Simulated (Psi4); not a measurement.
**Single-point calculation of PH**

The run: single-point calculation of PH, multiplicity 3. Method and program: CISD/6-311++G(3df,3pd), ROHF, ZORA (Psi4 1.11).

The geometry comes from this level: GFN2-xTB.

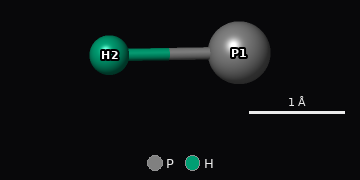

Figure 1. The input geometry (ball-and-stick view, seen at a tilt; atoms are numbered from 1 in the order of the input). Bond lengths as drawn: H–P 1.40 Å.

Key numbers

```tsv
quantity	value
outcome	converged
total energy	−342.667800 hartree
SCF energy	−342.534401 hartree
correlation energy	−0.133399 hartree
basis functions	65
hardware	1 thread of Intel Xeon (Sapphire Rapids), 192 GiB of memory available, shared host
wall time	52 s
peak memory	0.36 GiB
```

Remarks

Settings chosen away from the usual ones: cachelevel set to 1.

Input (hp.inp)
```
memory 1600 mb

molecule {
  0 3
  P
  H 1 r2

  r2 = 1.39907
  symmetry c1
  no_reorient
  no_com
}

set {
  basis 6-311++G(3df,3pd)
  reference rohf
  freeze_core true
  scf_type pk
  num_roots 2
  calc_s_squared true
  cachelevel 1
  relativistic zora
}

energy('cisd')
print_variables()
```

Command:
```bash
psi4 -i hp.inp -o hp.out -n 1
```

The program's output
```
Psi4 1.11 release

Relativistic analytic gradients are not implemented yet, re-routing to finite differences.

   => Loading Basis Set <=

    Name: 6-311++G(3DF,3PD)
    Role: ORBITAL
    Keyword: BASIS

         ---------------------------------------------------------
                                   SCF
                             ROHF Reference
                        1 Threads,   1525 MiB Core
         ---------------------------------------------------------

  ==> Geometry <==

    Molecular point group: c1
    Full point group: C_inf_v

    Geometry (in Angstrom), charge = 0, multiplicity = 3:

       Center              X                  Y                   Z               Mass
    ------------   -----------------  -----------------  -----------------  -----------------
         P            0.000000000000     0.000000000000    -0.044088423958    30.973761998420
         H            0.000000000000     0.000000000000     1.354981576042     1.007825032230

  Running in c1 symmetry.

  Rotational constants: A = ************  B =      8.82345  C =      8.82345 [cm^-1]
  Rotational constants: A = ************  B = 264520.43241  C = 264520.43241 [MHz]
  Nuclear repulsion =    5.673524669995067

  Charge       = 0
  Multiplicity = 3
  Electrons    = 16
  Nalpha       = 9
  Nbeta        = 7

  ==> Algorithm <==

  SCF Algorithm Type is PK.
  DIIS enabled.
  MOM disabled.
  Fractional occupation disabled.
  Guess Type is SAD.
  Energy threshold   = 1.00e-08
  Density threshold  = 1.00e-08
  Integral threshold = 1.00e-12

  ==> Primary Basis <==

  Basis Set: 6-311++G(3DF,3PD)
    Blend: 6-311++G(3DF,3PD)
    Number of shells: 25
    Number of basis functions: 65
    Number of Cartesian functions: 72
    Spherical Harmonics?: true
    Max angular momentum: 3

  ==> Integral Setup <==

  Using in-core PK algorithm.
   Calculation information:
      Number of atoms:                   2
      Number of AO shells:              25
      Number of primitives:             38
      Number of atomic orbitals:        72
      Number of basis functions:        65

      Integral cutoff                 1.00e-12
      Number of threads:                 1

  Performing in-core PK
  Using 4603170 doubles for integral storage.
  We computed 52961 shell quartets total.
  Whereas there are 52975 unique shell quartets.

  ==> DiskJK: Disk-Based J/K Matrices <==

    J tasked:                  Yes
    K tasked:                  Yes
    wK tasked:                  No
    Memory [MiB]:             1144
    Schwarz Cutoff:          1E-12

 OEINTS: Using relativistic (ZORA) kinetic integrals.

        ____  ____  ___  ___
       /_  / / __ \/ _ \/ _ |
        / /_/ /_/ / , _/ __ |
       /___/\____/_/|_/_/ |_|
      ========================

  ==> ZORA Details <==
    Total number of grid points: 493973
    Total number of batches: 3509
    Using 1 thread(s)

  Minimum eigenvalue in the overlap matrix is 1.5821219183E-03.
  Reciprocal condition number of the overlap matrix is 3.2039295552E-04.
    Using symmetric orthogonalization.

  ==> Pre-Iterations <==

  SCF Guess: Superposition of Atomic Densities via on-the-fly atomic UHF (no occupation information).

   -------------------------
    Irrep   Nso     Nmo
   -------------------------
     A         65      65
   -------------------------
    Total      65      65
   -------------------------

  ==> Iterations <==

                        Total Energy        Delta E     RMS |[F,P]|

   @ROHF iter SAD:  -341.90216855171502   -3.41902e+02   0.00000e+00
   @ROHF iter   1:  -342.52342962257956   -6.21261e-01   2.47713e-03 DIIS
   @ROHF iter   2:  -342.53339992317871   -9.97030e-03   6.11331e-04 DIIS
   @ROHF iter   3:  -342.53420818825902   -8.08265e-04   1.18480e-04 DIIS
   @ROHF iter   4:  -342.53438892433616   -1.80736e-04   3.04701e-05 DIIS
   @ROHF iter   5:  -342.53440059395894   -1.16696e-05   5.04439e-06 DIIS
   @ROHF iter   6:  -342.53440088555408   -2.91595e-07   1.29472e-06 DIIS
   @ROHF iter   7:  -342.53440089988402   -1.43299e-08   2.49439e-07 DIIS
   @ROHF iter   8:  -342.53440090061093   -7.26914e-10   5.83603e-08 DIIS
   @ROHF iter   9:  -342.53440090065658   -4.56453e-11   9.48380e-09 DIIS
  Energy and wave function converged.

  ==> Post-Iterations <==

    Orbital Energies [Eh]
    ---------------------

    Doubly Occupied:

       1A    -80.394157     2A     -7.541851     3A     -5.394725
       4A     -5.394634     5A     -5.394634     6A     -0.778551
       7A     -0.460129

    Singly Occupied:

       8A     -0.158032     9A     -0.158032

    Virtual:

      10A      0.056753    11A      0.081981    12A      0.088889
      13A      0.088889    14A      0.117891    15A      0.208761
      16A      0.310123    17A      0.310123    18A      0.328787
      19A      0.328787    20A      0.368664    21A      0.382547
      22A      0.413066    23A      0.413066    24A      0.607380
      25A      0.607380    26A      0.622841    27A      0.775293
      28A      0.917563    29A      1.108717    30A      1.108717
      31A      1.130553    32A      1.130553    33A      1.234107
      34A      1.572528    35A      1.572528    36A      1.580140
      37A      1.580140    38A      1.668542    39A      1.668542
      40A      1.700943    41A      1.835979    42A      1.835979
      43A      2.214061    44A      2.229394    45A      2.229394
      46A      2.705829    47A      2.873948    48A      3.383867
      49A      3.383867    50A      3.809655    51A      3.809655
      52A      4.376271    53A      4.494691    54A      4.494691
      55A      4.720187    56A      4.720187    57A      5.035140
      58A      7.628816    59A      8.713647    60A      8.713647
      61A      9.448866    62A     14.742059    63A     14.742059
      64A     15.313403    65A    162.940484

    Final Occupation by Irrep:
              A
    DOCC [     7 ]
    SOCC [     2 ]
    NA   [     9 ]
    NB   [     7 ]

  @ROHF Final Energy:  -342.53440090065658

   => Energetics <=

    Nuclear Repulsion Energy =              5.6735246699950670
    One-Electron Energy =                -484.9419948381257655
    Two-Electron Energy =                 136.7340692674741263
    Total Energy =                       -342.5344009006565784

Computation Completed

Properties will be evaluated at   0.000000,   0.000000,   0.000000 [a0]

Properties computed using the SCF density matrix

 Multipole Moments:

 ------------------------------------------------------------------------------------
     Multipole            Electronic (a.u.)      Nuclear  (a.u.)        Total (a.u.)
 ------------------------------------------------------------------------------------

 L = 1.  Multiply by 2.5417464519 to convert [e a0] to [Debye]
 Dipole X            :          0.0000000            0.0000000            0.0000000
 Dipole Y            :         -0.0000000            0.0000000           -0.0000000
 Dipole Z            :         -1.1102055            1.3108184            0.2006128
 Magnitude           :                                                    0.2006128

 ------------------------------------------------------------------------------------

	total time  =          4 seconds =       0.07 minutes
 MINTS: Wrapper to libmints.

   Calculation information:
      Number of threads:                 1
      Number of atoms:                   2
      Number of AO shells:              25
      Number of SO shells:              25
      Number of primitives:             38
      Number of atomic orbitals:        72
      Number of basis functions:        65

      Number of irreps:                  1
      Integral cutoff                 1.00e-12
      Number of functions per irrep: [  65 ]

 OEINTS: Overlap, kinetic, potential, dipole, and quadrupole integrals
         stored in file 35.

      Computing two-electron integrals...done
      Computed 451084 non-zero two-electron integrals.
        Stored in file 33.

         ---------------------------------------------------------
                          Configuration Interaction
                            (a 'D E T C I' module)

         ---------------------------------------------------------

Warning: iopen=0,opentype!=closed. Making iopen=1

   ==> Parameters <==

    EX LEVEL       =        2      H0 BLOCKSIZE  =     1000
    VAL EX LEVEL   =        0      H0 GUESS SIZE =     1000
    H0COUPLINGSIZE =        0      H0 COUPLING   =       NO
    MAXITER        =       24      NUM PRINT     =       20
    NUM ROOTS      =        2      ICORE         =        1
    PRINT LVL      =        1      FCI           =       NO
    R CONV         = 1.00e-04      MIXED         =      YES
    E CONV         = 1.00e-06      MIXED4        =      YES
    R4S            =       NO      REPL OTF      =       NO
    DIAG METHOD    =      SEM      FOLLOW ROOT   =        0
    PRECONDITIONER = DAVIDSON      UPDATE        = DAVIDSON
    S              =   1.0000      Ms0           =       NO
    GUESS VECTOR   =  H0BLOCK      OPENTYPE      = HIGHSPIN
    COLLAPSE SIZE  =        1      HD AVG        = EVANGELISTI
    MAX NUM VECS   =       50      REF SYM       =     AUTO
    IOPEN        =      YES

    EX ALLOW       =  1  1
    STATE AVERAGE  =  0(1.00)

   ==> CI Orbital and Space information <==

    RAS1 LVL      =        3      A RAS3 MAX    =        2
    RAS1 MIN      =        4      B RAS3 MAX    =        2
    A RAS1 LVL    =        3      RAS4 LVL      =       60
    A RAS1 MIN    =        2      A RAS4 MAX    =        0
    A RAS1 MAX    =        4      B RAS4 MAX    =        0
    B RAS1 LVL    =        3      RAS4 MAX      =        0
    B RAS1 MIN    =        0      A RAS34 MAX   =        2
    B RAS1 MAX    =        2      B RAS34 MAX   =        2
    RAS3 LVL      =        4      RAS34 MAX     =        2
    RAS3 MAX      =        2
   ------------------------------------
               Space    Total     A
   ------------------------------------
                 Nso       65    65
                 Nmo       65    65
               Ndocc        7     7
               Nsocc        2     2
   ------------------------------------
              CI Spaces
   ------------------------------------
        Dropped DOCC        5     5
                RAS1        4     4
                RAS2        0     0
                RAS3       56    56
                RAS4        0     0
      Active (total)       60    60
        Dropped UOCC        0     0
   ------------------------------------

   ==> Setting up CI strings <==

    There are 9465 alpha and 1770 beta strings
    The CI space requires 108730 (1.09E+05) determinants and 6 blocks

   ==> Transforming CI integrals <==

	Presorting SO-basis two-electron integrals.
	Sorting File: SO Ints (nn|nn) nbuckets = 1
	Constructing frozen core operators
	Starting first half-transformation.
	Sorting half-transformed integrals.
	First half integral transformation complete.
	Starting second half-transformation.
	Two-electron integral transformation complete.

   ==> Starting CI iterations <==

    H0 Block Eigenvalue = -342.56267021

    Simultaneous Expansion Method (Block Davidson Method)
    Using 2 initial trial vectors

    Computed <S^2> vector 0 =    1.999999999999988

    Computed <S^2> vector 1 =    2.000000000000012

     Iter   Root       Total Energy       Delta E      C RMS

   @CI  0:     0   -342.562670210949   -8.8568E+00   5.2719E-01
   @CI  0:     1   -342.406654868311   -8.7007E+00   5.2257E-01

   @CI  1:     0   -342.664187169850   -1.0152E-01   9.5766E-02
   @CI  1:     1   -342.521719107206   -1.1506E-01   1.1003E-01

   @CI  2:     0   -342.667509094074   -3.3219E-03   2.2640E-02
   @CI  2:     1   -342.527564676295   -5.8456E-03   3.3325E-02

   @CI  3:     0   -342.667769461884   -2.6037E-04   7.4198E-03
   @CI  3:     1   -342.528177430420   -6.1275E-04   1.1735E-02

   @CI  4:     0   -342.667796966952   -2.7505E-05   2.2774E-03
   @CI  4:     1   -342.528266368079   -8.8938E-05   4.8260E-03

   @CI  5:     0   -342.667799380212   -2.4133E-06   7.0302E-04
   @CI  5:     1   -342.528282456205   -1.6088E-05   2.5983E-03

   @CI  6:     0   -342.667799622536   -2.4232E-07   2.2832E-04
   @CI  6:     1   -342.528287404359   -4.9482E-06   1.3025E-03

   @CI  7:     0   -342.667799649402   -2.6866E-08   7.9211E-05 c
   @CI  7:     1   -342.528288581808   -1.1774E-06   5.8057E-04

   @CI  8:     0   -342.667799649402   3.5527E-15   7.9211E-05 c
   @CI  8:     1   -342.528288805710   -2.2390E-07   2.7617E-04

   @CI  9:     0   -342.667799649402   1.7764E-15   7.9211E-05 c
   @CI  9:     1   -342.528288852060   -4.6351E-08   1.0956E-04

   @CI 10:     0   -342.667799649402   -7.1054E-15   7.9211E-05 c
   @CI 10:     1   -342.528288858913   -6.8526E-09   4.1137E-05 c

    Computed <S^2> vector 0 =    1.999999999999990

    Computed <S^2> vector 1 =    2.000000000000010

   ==> Energetics <==

    SCF energy =         -342.534400900656578
    Total CI energy =    -342.667799649402411

   ==> CISD root 0 information <==

    CISD Root 0 energy =  -342.667799649402411

   The 20 most important determinants:

    *   1   -0.961837  (    0,    0)  6AX 7AX 8AA 9AA
    *   2    0.041837  (   23,   26)  6AX 8AA 9AA 15AX
    *   3    0.039269  (   37,    2)  6AA 7AX 8AX 19AA
    *   4   -0.039269  (   33,    4)  6AA 7AX 8AA 9AB 18AA
    *   5   -0.039269  (   38,    4)  6AA 7AX 9AX 19AA
    *   6   -0.039269  (   34,    2)  6AA 7AX 8AB 9AA 18AA
    *   7    0.037127  (  489,    0)  6AX 7AX 18AA 19AA
    *   8    0.032915  (   24,    0)  6AB 7AX 8AA 9AA 15AA
    *   9   -0.028371  (   37,    1)  6AX 7AA 8AX 19AA
    *  10    0.028371  (   33,    3)  6AX 7AA 8AA 9AB 18AA
    *  11    0.028371  (   34,    1)  6AX 7AA 8AB 9AA 18AA
    *  12    0.028371  (   38,    3)  6AX 7AA 9AX 19AA
    *  13   -0.027599  (   27,    2)  6AA 7AB 8AX 9AA 16AA
    *  14   -0.027599  (   31,    4)  6AA 7AB 8AA 9AX 17AA
    *  15    0.024878  (   22,    2)  6AA 7AX 8AB 9AA 15AA
    *  16   -0.024878  (   21,    4)  6AA 7AX 8AA 9AB 15AA
    *  17    0.024169  (   31,   34)  6AX 8AA 9AA 17AX
    *  18    0.024169  (   27,   30)  6AX 8AA 9AA 16AX
    *  19    0.024135  (   43,   46)  6AX 8AA 9AA 20AX
    *  20    0.023742  (  382,    0)  6AX 7AB 8AA 15AA 17AA

   ==> CISD root 1 information <==

    CISD Root 1 energy =  -342.528288858912902

   The 20 most important determinants:

    *   1    0.943347  (    0,    3)  6AX 7AA 8AA 9AX
    *   2    0.080816  (    0,    1)  6AX 7AA 8AX 9AA
    *   3   -0.075924  (    0,    4)  6AA 7AX 8AA 9AX
    *   4   -0.058089  (   33,    0)  6AX 7AX 8AA 18AA
    *   5   -0.058089  (   38,    0)  6AX 7AX 9AA 19AA
    *   6    0.052164  (   23,    4)  6AA 7AB 8AA 9AX 15AA
    *   7    0.047561  (   26,    4)  6AA 7AX 9AX 16AA
    *   8   -0.045105  (   29,    4)  6AA 7AX 8AA 9AB 17AA
    *   9   -0.040411  (   29,   34)  6AX 7AA 8AA 17AX
    *  10   -0.040266  (    0,   18)  6AX 7AA 8AA 9AA 13AB
    *  11   -0.039894  (   33,   38)  6AX 7AA 8AA 18AX
    *  12   -0.039894  (   37,   42)  6AX 7AA 8AA 19AX
    *  13    0.035607  (   37,    5)  6AA 7AA 8AX 9AB 19AA
    *  14   -0.035607  (   34,    5)  6AA 7AA 8AB 9AX 18AA
    *  15   -0.035101  (  489,    3)  6AX 7AA 9AB 18AA 19AA
    *  16   -0.033519  (    0,   58)  6AX 7AA 8AA 9AA 23AB
    *  17   -0.033310  (   31,    0)  6AX 7AB 8AA 9AA 17AA
    *  18    0.030779  (   67,    3)  6AX 8AA 9AX 26AA
    *  19   -0.029914  (   43,    4)  6AA 7AB 8AA 9AX 20AA
    *  20   -0.029796  (   19,    4)  6AA 7AB 8AA 9AX 14AA

		 "A good bug is a dead bug"

			 - Starship Troopers

		 "I didn't write FORTRAN.  That's the problem."

  Variable Map:
  ----------------------------------------------------------------------------
  "CI CORRELATION ENERGY"        =>      -0.133398748746
  "CI ROOT 0 CORRELATION ENERGY" =>      -0.133398748746
  "CI ROOT 0 TOTAL ENERGY"       =>    -342.667799649402
  "CI ROOT 1 CORRELATION ENERGY" =>       0.006112041744
  "CI ROOT 1 TOTAL ENERGY"       =>    -342.528288858913
  "CI TOTAL ENERGY"              =>    -342.667799649402
  "CISD CORRELATION ENERGY"      =>      -0.133398748746
  "CISD TOTAL ENERGY"            =>    -342.667799649402
  "CURRENT CORRELATION ENERGY"   =>      -0.133398748746
  "CURRENT ENERGY"               =>    -342.667799649402
  "CURRENT REFERENCE ENERGY"     =>    -342.534400900657
  "DD SOLVATION ENERGY"          =>       0.000000000000
  "DETCI AVG DVEC NORM"          =>       0.000079211136
  "HF KINETIC ENERGY"            =>     343.953036728890
  "HF POTENTIAL ENERGY"          =>    -686.487437629547
  "HF TOTAL ENERGY"              =>    -342.534400900657
  "HF VIRIAL RATIO"              =>       1.995875495557
  "MCSCF TOTAL ENERGY"           =>    -342.667799649402
  "NUCLEAR REPULSION ENERGY"     =>       5.673524669995
  "ONE-ELECTRON ENERGY"          =>    -484.941994838126
  "PCM POLARIZATION ENERGY"      =>       0.000000000000
  "PE ENERGY"                    =>       0.000000000000
  "SCF ITERATION ENERGY"         =>    -342.534400900657
  "SCF ITERATIONS"               =>       9.000000000000
  "SCF TOTAL ENERGY"             =>    -342.534400900657
  "TWO-ELECTRON ENERGY"          =>     136.734069267474

  Array Variable Map:
  ----------------------------------------------------------------------------
  "CURRENT DIPOLE"               =>       0.000000000000 ... 0.200612849925 1 by 3
  "SCF DIPOLE"                   =>       0.000000000000 ... 0.200612849925 1 by 3
  "SCF TOTAL ENERGIES"           =>    -341.902168551715 ... -342.534400900657 1 by 10

    Psi4 run time: 0:00:49.88
```
